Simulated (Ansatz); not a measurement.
Geometry relaxation, with input and output: SiNH$_{5}$O

SiNH$_{5}$O, computed with RKS PBE-D4/def2-SVP (Ansatz 0.2.0).

It belongs to a series of runs on one base structure; here: start relaxed.

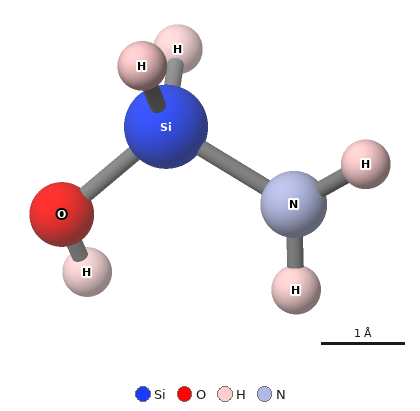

**Figure 1.** The starting structure (ball-and-stick view, seen at a tilt). Bond lengths as drawn: H–N 1.06 Å, H–O 1.01 Å, H–Si 1.46 Å, N–Si 1.82 Å and O–Si 1.68 Å.

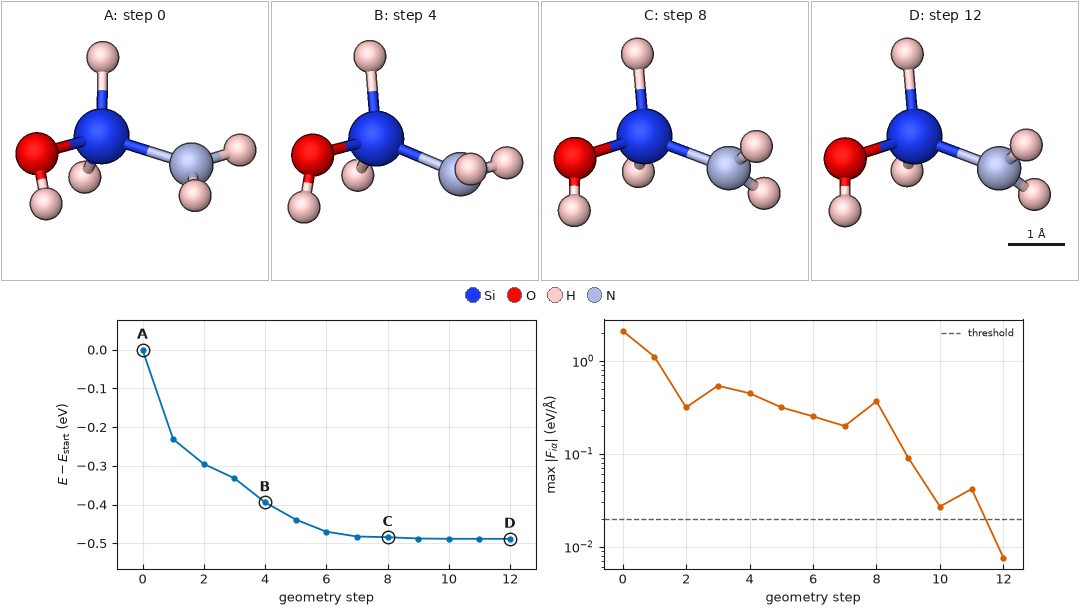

**Figure 2.** Frames of the relaxation (ball-and-stick view, seen at a tilt) above the curves, on which the letters mark them (the first geometry is step 0 here and step 1 in the log).

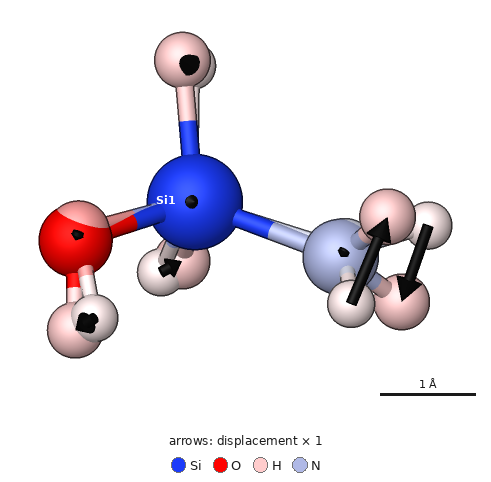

**Figure 3.** Start (faint) and end (solid) with the displacements as black arrows, at true length (ball-and-stick view, seen at a tilt). The two geometries are laid on each other by the best rigid fit. The energy falls by 0.488 eV in 12 geometry steps. The largest force component goes from 2.1 to 0.0076 eV/Å. The largest move after the best rigid fit is that of H7, 1.00 Å. Largest moves by element: H 1.00 Å, Si 0.10 Å, O 0.10 Å, N 0.08 Å. Among the contacts that change: Si1–N6 1.819 → 1.735 Å, Si1–H5 1.459 → 1.508 Å, Si1–H4 1.460 → 1.501 Å, N6–H7 1.060 → 1.022 Å. Among the angles that change: H7–N6–H8 120.0° → 111.7°, O2–Si1–H4 109.5° → 102.0°, H5–Si1–N6 109.5° → 103.8°. (Atoms are counted from 1 in the order of the input.)

These pictures come from the run below.

Input file
```yaml
crystal:
  periodic: [false, false, false]
  atoms:
    - { symbol: Si, position_ang: [0.0, 0.0, 0.0] }
    - { symbol: O, position_ang: [0.0, 0.0, 1.68] }
    - { symbol: H, position_ang: [-0.9095, -0.2814, 2.0171] }
    - { symbol: H, position_ang: [1.3768, 0.0, -0.4862] }
    - { symbol: H, position_ang: [-0.6877, 1.1914, -0.4862] }
    - { symbol: "N", position_ang: [-0.8572, -1.4851, -0.6061] }
    - { symbol: H, position_ang: [-1.3922, -2.1014, 0.0704] }
    - { symbol: H, position_ang: [-0.8219, -1.7344, -1.6357] }
basis:
  gaussian: { orbitals: def2-SVP }
hamiltonian:
  xc: pbe
  dispersion: d4
relax:
  f_tol: 0.02
  max_steps: 40
```

Launch command:
```bash
ansatz run input.yaml --threads 1 --pin off --max-ram 2048MiB --backend cpu --events-out ev --progress --plain --runs-dir out
```

Output
```
The last accepted step is kept in [file] (removed where the run ends without a failure and the disk answers)
Engine: ansatz 0.2.0, aarch64-unknown-linux-gnu
Functional definition: PBE
  parameter kappa = 0.804
  parameter beta = 0.06672455060314922
  exchange = pbe_x(kappa = kappa, mu = beta*pi^2/3)
  correlation = pbe_c(beta = beta)
801 factors; their error is unknown
mean field evaluation 1: about -11473.0330 eV, gradient 7.5e1 eV
mean field evaluation 2: about -11438.0159 eV, gradient 1.4e2 eV
mean field evaluation 4: about -11483.5979 eV, gradient 9.0e0 eV
mean field evaluation 8: about -11483.7122 eV, gradient 1.7e-1 eV
mean field -11483.71223103 eV, -422.0186405505 hartree, gradient 5.5e-5 eV, S^2 0.000000; 0 other end points of the search recorded, 0 dependent functions left out
the calculation of the forces begins
reference -11483.71226401 eV, -422.0186417625 hartree; 17, 17 occupied and 54, 54 virtual orbitals, 801 factors
relax step   1: F+E_penalty+E_count = -11483.82568717 eV  Δ(F+E_penalty+E_count) = +0.000e0 eV  max|allowed force component| = 2.114e0 eV/Å  Δτ_max = 0.0000 Å  (24 SCF iters, accepted)
these checks for a lower state are left out or cut short: starts, cluster_reference, orbital_swaps, neighbouring_geometries, increment
801 factors; their error is unknown
mean field evaluation 16: about -11483.8886 eV, gradient 5.9e0 eV
mean field -11483.94247927 eV, -422.0271020174 hartree, gradient 9.0e-6 eV, S^2 0.000000; 0 other end points of the search recorded, 0 dependent functions left out
[... from here on the field's lines of each further geometry are left out, up to the last ...]
relax step   2: F+E_penalty+E_count = -11484.05659300 eV  Δ(F+E_penalty+E_count) = -2.309e-1 eV  max|allowed force component| = 1.117e0 eV/Å  Δτ_max = 0.0677 Å  (27 SCF iters, accepted)
relax step   3: F+E_penalty+E_count = -11484.12066384 eV  Δ(F+E_penalty+E_count) = -6.407e-2 eV  max|allowed force component| = 3.168e-1 eV/Å  Δτ_max = 0.0651 Å  (26 SCF iters, accepted)
relax step   4: F+E_penalty+E_count = -11484.15752675 eV  Δ(F+E_penalty+E_count) = -3.686e-2 eV  max|allowed force component| = 5.421e-1 eV/Å  Δτ_max = 0.2000 Å  (32 SCF iters, accepted)
relax step   5: F+E_penalty+E_count = -11484.21976588 eV  Δ(F+E_penalty+E_count) = -6.224e-2 eV  max|allowed force component| = 4.498e-1 eV/Å  Δτ_max = 0.2000 Å  (31 SCF iters, accepted)
relax step   6: F+E_penalty+E_count = -11484.26422637 eV  Δ(F+E_penalty+E_count) = -4.446e-2 eV  max|allowed force component| = 3.171e-1 eV/Å  Δτ_max = 0.2000 Å  (26 SCF iters, accepted)
relax step   7: F+E_penalty+E_count = -11484.29556756 eV  Δ(F+E_penalty+E_count) = -3.134e-2 eV  max|allowed force component| = 2.536e-1 eV/Å  Δτ_max = 0.2000 Å  (32 SCF iters, accepted)
relax step   8: F+E_penalty+E_count = -11484.30806582 eV  Δ(F+E_penalty+E_count) = -1.250e-2 eV  max|allowed force component| = 1.995e-1 eV/Å  Δτ_max = 0.2000 Å  (26 SCF iters, accepted)
relax step   9: F+E_penalty+E_count = -11484.30981587 eV  Δ(F+E_penalty+E_count) = -1.750e-3 eV  max|allowed force component| = 3.681e-1 eV/Å  Δτ_max = 0.0431 Å  (26 SCF iters, accepted)
relax step  10: F+E_penalty+E_count = -11484.31323435 eV  Δ(F+E_penalty+E_count) = -3.418e-3 eV  max|allowed force component| = 9.084e-2 eV/Å  Δτ_max = 0.0372 Å  (27 SCF iters, accepted)
relax step  11: F+E_penalty+E_count = -11484.31398461 eV  Δ(F+E_penalty+E_count) = -7.503e-4 eV  max|allowed force component| = 2.712e-2 eV/Å  Δτ_max = 0.0282 Å  (27 SCF iters, accepted)
relax step  12: F+E_penalty+E_count = -11484.31402761 eV  Δ(F+E_penalty+E_count) = -4.300e-5 eV  max|allowed force component| = 4.186e-2 eV/Å  Δτ_max = 0.0054 Å  (28 SCF iters, accepted)
the calculation of the forces begins
reference -11484.19993095 eV, -422.0365631921 hartree; 17, 17 occupied and 54, 54 virtual orbitals, 801 factors
relax step  13: F+E_penalty+E_count = -11484.31408264 eV  Δ(F+E_penalty+E_count) = -5.503e-5 eV  max|allowed force component| = 7.614e-3 eV/Å  Δτ_max = 0.0017 Å  (20 SCF iters, accepted)
801 factors; their error is unknown
mean field -11484.19989830 eV, -422.0365619922 hartree, gradient 2.5e-5 eV, S^2 0.000000; 1 other end points of the search recorded, 0 dependent functions left out
the calculation of the forces begins
reference -11484.19993095 eV, -422.0365631921 hartree; 17, 17 occupied and 54, 54 virtual orbitals, 801 factors
Total energy: -11484.31411529 eV, -422.0407593894 hartree
Atom 0 at    -0.007848    -0.103285     0.031964 Å, force    -0.002051     0.002161    -0.000644 eV/Å
Atom 1 at    -0.104221     0.059387     1.704069 Å, force    -0.002524     0.000135     0.002635 eV/Å
Atom 2 at    -1.017700     0.023249     2.040540 Å, force     0.002805    -0.000609    -0.003274 eV/Å
Atom 3 at     1.475229    -0.179184    -0.188664 Å, force    -0.000876    -0.000021    -0.000617 eV/Å
Atom 4 at    -0.601714     1.063252    -0.717470 Å, force     0.002055    -0.001927     0.001381 eV/Å
Atom 5 at    -0.910380    -1.467399    -0.546176 Å, force    -0.002643    -0.002203    -0.007614 eV/Å
Atom 6 at    -0.599356    -2.431624    -0.415352 Å, force    -0.000626     0.002805     0.000730 eV/Å
Atom 7 at    -1.525712    -1.375297    -1.355610 Å, force     0.003859    -0.000341     0.007404 eV/Å
Dipole moment:    -0.355830    -0.276202    -0.194099 e Å
```

Trajectory as extended XYZ (Å, eV, eV/Å), 13 frames, from step=1 to step=13
```
8
Properties=species:S:1:pos:R:3:forces:R:3 step=1 energy=-11483.82569
Si    0.0000    0.0000    0.0000   -1.2915  -2.1139  -0.3809
O     0.0000    0.0000    1.6800   -1.3914  -0.6565   0.5311
H    -0.9095   -0.2814    2.0171    1.4179   0.5447  -0.3568
H     1.3768    0.0000   -0.4862    0.7944   0.0924  -0.1170
H    -0.6877    1.1914   -0.4862   -0.3504   0.8443  -0.3256
N    -0.8572   -1.4851   -0.6061    0.3792   0.5674   0.3794
H    -1.3922   -2.1014    0.0704    0.7550   0.6921  -1.4063
H    -0.8219   -1.7344   -1.6357   -0.3132   0.0294   1.6761
8
Properties=species:S:1:pos:R:3:forces:R:3 step=2 energy=-11484.05659
Si   -0.0281   -0.0218   -0.0112   -0.4584  -1.1174  -0.2859
O     0.0013   -0.0638    1.6715   -0.8893  -0.2430   0.2249
H    -0.9128   -0.2146    2.0273    0.8114   0.2272  -0.1468
H     1.3888    0.0006   -0.4713    0.2387   0.0704  -0.0134
H    -0.6919    1.2293   -0.4904   -0.1416   0.2313  -0.0959
N    -0.8527   -1.4815   -0.6040    0.3882   0.7647   0.3069
H    -1.3464   -2.1220    0.0317    0.2042   0.1535  -0.4389
H    -0.8498   -1.7371   -1.6003   -0.1532  -0.0866   0.4491
8
Properties=species:S:1:pos:R:3:forces:R:3 step=3 energy=-11484.12066
Si   -0.0310   -0.0585   -0.0196    0.1078   0.2059   0.1041
O    -0.0097   -0.1104    1.6656   -0.3168  -0.1010  -0.0192
H    -0.9145   -0.1503    2.0377    0.2762   0.0930  -0.0012
H     1.4095    0.0080   -0.4538   -0.0208  -0.0035   0.0435
H    -0.7089    1.2099   -0.4946    0.0237   0.0024  -0.0162
N    -0.8480   -1.4612   -0.6052   -0.0028   0.0154  -0.0620
H    -1.3015   -2.1297    0.0120    0.0103  -0.1279   0.0268
H    -0.8876   -1.7187   -1.5889   -0.0776  -0.0843  -0.0758
8
Properties=species:S:1:pos:R:3:forces:R:3 step=4 energy=-11484.15753
Si   -0.0407   -0.0708   -0.0106    0.1485  -0.0103  -0.0062
O    -0.0350   -0.1551    1.6724   -0.3276   0.0185   0.0246
H    -0.9167    0.0034    2.0686    0.2878  -0.0335  -0.0972
H     1.4139   -0.0207   -0.4087   -0.0377   0.0158   0.0787
H    -0.6895    1.2117   -0.4865   -0.0026  -0.0456  -0.0367
N    -0.8870   -1.4490   -0.6337   -0.3791  -0.5421   0.3870
H    -1.1449   -2.2482   -0.0262    0.3031   0.5159  -0.3482
H    -0.9917   -1.6822   -1.6219    0.0077   0.0812  -0.0020
8
Properties=species:S:1:pos:R:3:forces:R:3 step=5 energy=-11484.21977
Si   -0.0594   -0.0905   -0.0116    0.1890   0.4498  -0.0647
O    -0.0437   -0.1243    1.6653   -0.0985  -0.0591   0.0982
H    -0.9192   -0.0128    2.0753   -0.0132   0.0039   0.0120
H     1.4116   -0.0798   -0.3464   -0.0315  -0.0802  -0.0199
H    -0.6688    1.1828   -0.5615    0.0443  -0.0770  -0.0264
N    -1.0249   -1.4068   -0.6025   -0.0617  -0.0592   0.1115
H    -0.9490   -2.2707   -0.0596    0.0610  -0.1564  -0.1058
H    -1.0383   -1.6087   -1.6057   -0.0893  -0.0218  -0.0051
8
Properties=species:S:1:pos:R:3:forces:R:3 step=6 energy=-11484.26423
Si   -0.0465   -0.0945    0.0060   -0.0403   0.1255   0.0289
O    -0.0717   -0.0965    1.6882    0.0588   0.0403  -0.0583
H    -0.9492    0.0401    2.0857   -0.0311  -0.0325  -0.0506
H     1.4275   -0.1250   -0.3083   -0.0265  -0.0278   0.0530
H    -0.6514    1.1440   -0.6131    0.0403  -0.0195  -0.0133
N    -1.0211   -1.4202   -0.5698    0.1168  -0.3171   0.1757
H    -0.7891   -2.3386   -0.1586   -0.0798   0.2025  -0.2316
H    -1.1902   -1.5200   -1.5769   -0.0383   0.0287   0.0962
8
Properties=species:S:1:pos:R:3:forces:R:3 step=7 energy=-11484.29557
Si   -0.0339   -0.1116    0.0258    0.0190   0.1396   0.0734
O    -0.0757    0.0229    1.7030   -0.0943  -0.1167  -0.0111
H    -0.9750    0.0454    2.0813    0.0789  -0.0107  -0.0786
H     1.4476   -0.1524   -0.2442   -0.0414  -0.0521   0.0135
H    -0.6307    1.0939   -0.6543   -0.0236  -0.0360  -0.1021
N    -0.9883   -1.4585   -0.5396    0.0508  -0.1701  -0.1253
H    -0.6901   -2.4167   -0.3139   -0.0240   0.1758  -0.0234
H    -1.3455   -1.4338   -1.5049    0.0346   0.0702   0.2536
8
Properties=species:S:1:pos:R:3:forces:R:3 step=8 energy=-11484.30807
Si   -0.0166   -0.1091    0.0339    0.0070  -0.1974   0.0520
O    -0.1008    0.0249    1.7048    0.0298   0.1199   0.1036
H    -1.0100    0.0670    2.0512    0.0016  -0.0394  -0.0180
H     1.4615   -0.1704   -0.2029    0.0647  -0.0141  -0.0019
H    -0.6111    1.0528   -0.7093   -0.0681   0.0836  -0.0319
N    -0.9321   -1.4777   -0.5242   -0.0773   0.1333  -0.1994
H    -0.5994   -2.4389   -0.4199   -0.0099   0.0255  -0.0061
H    -1.4832   -1.3595   -1.3803    0.0522  -0.1114   0.1018
8
Properties=species:S:1:pos:R:3:forces:R:3 step=9 energy=-11484.30982
Si   -0.0062   -0.1099    0.0391    0.0951   0.1606  -0.0031
O    -0.0964    0.0529    1.7108    0.0134  -0.0026  -0.0095
H    -1.0119    0.0381    2.0414   -0.0286  -0.0049   0.0328
H     1.4747   -0.1736   -0.1915    0.0247   0.0110   0.0195
H    -0.6259    1.0352   -0.7157    0.0281   0.1056   0.0025
N    -0.9027   -1.4598   -0.5501   -0.1516  -0.3681  -0.1092
H    -0.6198   -2.4335   -0.4094   -0.0085   0.0904  -0.0002
H    -1.5035   -1.3604   -1.3713    0.0274   0.0080   0.0673
8
Properties=species:S:1:pos:R:3:forces:R:3 step=10 energy=-11484.31323
Si   -0.0132   -0.1047    0.0306    0.0761   0.0347   0.0210
O    -0.0978    0.0536    1.7033   -0.0347  -0.0067   0.0106
H    -1.0102    0.0277    2.0436    0.0013  -0.0017   0.0072
H     1.4708   -0.1737   -0.1909   -0.0050  -0.0014  -0.0179
H    -0.6080    1.0675   -0.7109   -0.0039  -0.0284  -0.0070
N    -0.9162   -1.4686   -0.5448    0.0025   0.0410   0.0483
H    -0.6152   -2.4330   -0.4044    0.0472  -0.0589   0.0287
H    -1.5019   -1.3798   -1.3731   -0.0835   0.0214  -0.0908
8
Properties=species:S:1:pos:R:3:forces:R:3 step=11 energy=-11484.31399
Si   -0.0075   -0.1053    0.0332   -0.0271   0.0174  -0.0093
O    -0.1037    0.0583    1.7053    0.0002  -0.0014  -0.0001
H    -1.0171    0.0285    2.0425    0.0046  -0.0030  -0.0067
H     1.4753   -0.1787   -0.1882    0.0024  -0.0073   0.0006
H    -0.6036    1.0593   -0.7173    0.0067   0.0081   0.0055
N    -0.9124   -1.4675   -0.5460    0.0165  -0.0002   0.0102
H    -0.5981   -2.4308   -0.4188   -0.0001  -0.0196   0.0037
H    -1.5247   -1.3747   -1.3572   -0.0032   0.0060  -0.0038
8
Properties=species:S:1:pos:R:3:forces:R:3 step=12 energy=-11484.31403
Si   -0.0085   -0.1031    0.0318    0.0024  -0.0038  -0.0002
O    -0.1038    0.0596    1.7039   -0.0083  -0.0003   0.0054
H    -1.0169    0.0237    2.0413    0.0043  -0.0003  -0.0040
H     1.4747   -0.1793   -0.1882   -0.0007   0.0006  -0.0042
H    -0.6017    1.0644   -0.7172    0.0010  -0.0078   0.0015
N    -0.9110   -1.4679   -0.5459   -0.0084  -0.0243  -0.0250
H    -0.5993   -2.4329   -0.4152   -0.0121   0.0419  -0.0052
H    -1.5251   -1.3755   -1.3571    0.0219  -0.0061   0.0316
8
Properties=species:S:1:pos:R:3:forces:R:3 step=13 energy=-11484.31408
Si   -0.0078   -0.1033    0.0320   -0.0021   0.0022  -0.0006
O    -0.1042    0.0594    1.7041   -0.0025   0.0001   0.0026
H    -1.0177    0.0232    2.0405    0.0028  -0.0006  -0.0033
H     1.4752   -0.1792   -0.1887   -0.0009   0.0000  -0.0006
H    -0.6017    1.0633   -0.7175    0.0021  -0.0019   0.0014
N    -0.9104   -1.4674   -0.5462   -0.0026  -0.0022  -0.0076
H    -0.5994   -2.4316   -0.4154   -0.0006   0.0028   0.0007
H    -1.5257   -1.3753   -1.3556    0.0039  -0.0003   0.0074
```

Summary

| quantity | value |
| --- | --- |
| outcome | converged |
| total energy | −11484.3141 eV |
| mean-field energy | −11484.1999 eV |
| largest force (length of the vector) at the end | 0.008 eV/Å |
| hardware | 1 thread of Arm Neoverse V2, 24 GiB of memory available, shared host |
| wall time | 22 s |
| peak memory | 0.13 GiB |
